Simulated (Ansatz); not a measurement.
# GeHOSi (SMILES [O]1[Si]=[GeH]1) (doublet): what the fields show

Input

```
basis:
  gaussian:
    orbitals: def2-TZVPD
crystal:
  periodic: [false, false, false]
  atoms:
    - {symbol: Ge, position_ang: [-2.436561, 1.132150, -0.395756]}
    - {symbol: O, position_ang: [-4.226821, 0.775756, -1.260116]}
    - {symbol: Si, position_ang: [-3.489217, 0.060884, -2.491855]}
    - {symbol: H, position_ang: [-2.618412, -0.099171, 0.607487]}
magnetization:
  spin_polarized: true
  initial_magnetization: 1
output:
  forces: true
  orbitals: {seedname: orbitals}
hamiltonian:
  xc: {name: PBE0}
```

Command:

```sh
ansatz run input.yaml --threads 1 --pin off --max-ram 2610MiB --events-out events.jsonl --progress --plain --runs-dir runs
```

Geometry: PBE0-D3(BJ)/def2-SVP.

The calculation used isolated molecule in a Gaussian basis; Kohn-Sham density functional theory, functional PBE0 (Ansatz 0.2.0).

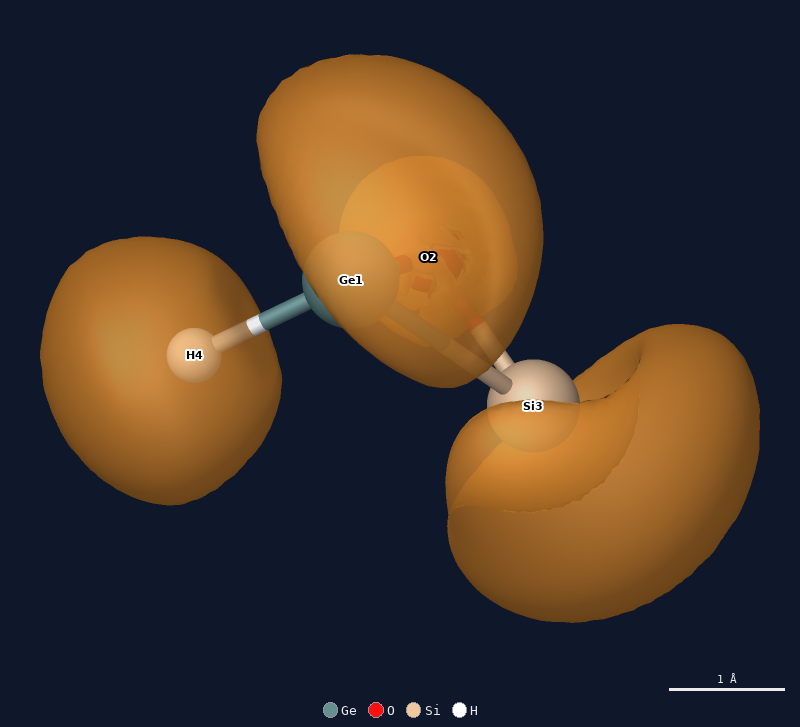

Figure 1. Isosurface of the electron localisation function at 0.8 (orange), seen at a tilt. Core shells and regions of very low density are left out.

Describe the localisation domains.

The ELF exceeds this value in one region around a hydrogen nucleus, one lobe on Ge, pointing away from the bonds (non-bonding electrons), one lobe on Si, pointing away from the bonds (non-bonding electrons) and one region wrapped around O (its valence shell).


Si–O (1.60 Å): the ELF peaks at about 0.85 between the atoms; a short, strongly polar bond. Ge–O (2.02 Å): the ELF peaks at about 0.85 in the valence shell of O, 0.6 Å from its nucleus, and is about 0.30 at the midpoint.

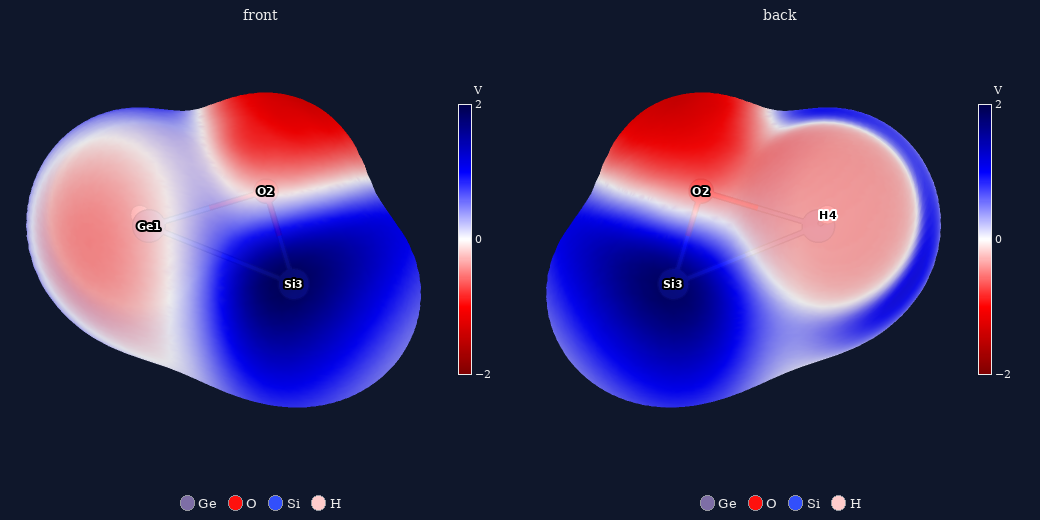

Figure 2. The electrostatic potential painted on the density surface at 0.002 e/bohr³, seen from the front and from behind; red is negative and blue positive.

Describe the electrostatic potential map.

The most negative region (about −1.3 V) lies over O2, the most positive (about +1.9 V) over Si3. O2 is the likeliest acceptor of a hydrogen bond.

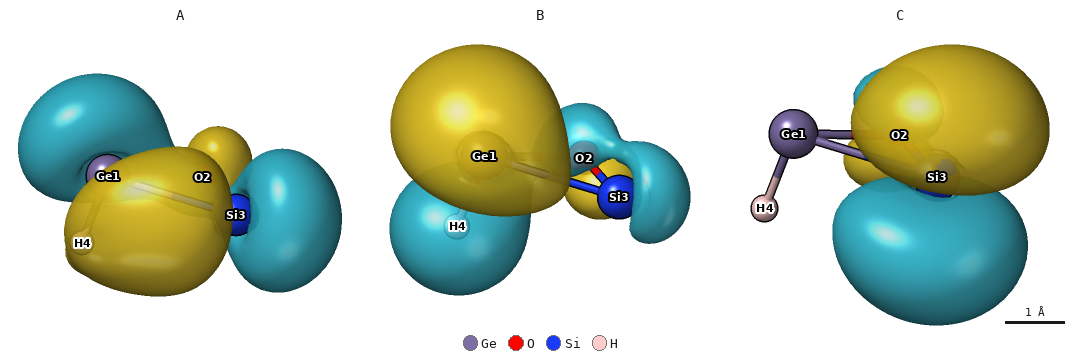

Figure 3. Three frontier orbitals at ±0.08 Å⁻³ᐟ² (yellow and cyan are the two phases), in no order.

Order the three orbitals by energy and name them. All are α orbitals.

B is the HOMO−1 (α) (−6.97 eV). It lies mainly on Ge1 (about 60 %), H4 (about 20 %) and O2 (about 10 %). A is the HOMO (α) (−5.90 eV). It lies mainly on Ge1 (about 45 %), Si3 (about 40 %) and O2 (about 10 %). C is the LUMO (α) (−2.55 eV). It lies mainly on Si3 (about 80 %) and O2 (about 10 %).

What is the gap between the highest occupied and lowest empty α orbitals?

3.35 eV between the orbital energies.
